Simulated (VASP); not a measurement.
Band structure of PbI₂ (relaxed from the pyrite structure, space group Pa-3). Level of theory: PBEsol GGA, VASP's PBE PAW potentials (set 64) (plane waves; VASP).

Unless said otherwise, spin-orbit coupling is left out, though it shifts the bands of the heavy elements here.

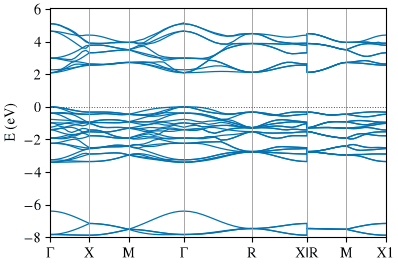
Fig. 1. Bands along high-symmetry lines, zero at the valence-band maximum or, without a gap, the Fermi level

**Question.** Read the plot: is there a gap, and where are the band edges?

**Answer.** The gap is direct, 2.09 eV, from the valence maximum at Γ to the conduction minimum at Γ. (Edges off the drawn lines would not show.)

The structure was generated: PbI2 was put into the pyrite type (Pa-3), which need not be its known phase. It was relaxed first, which changed the volume by +14 %.
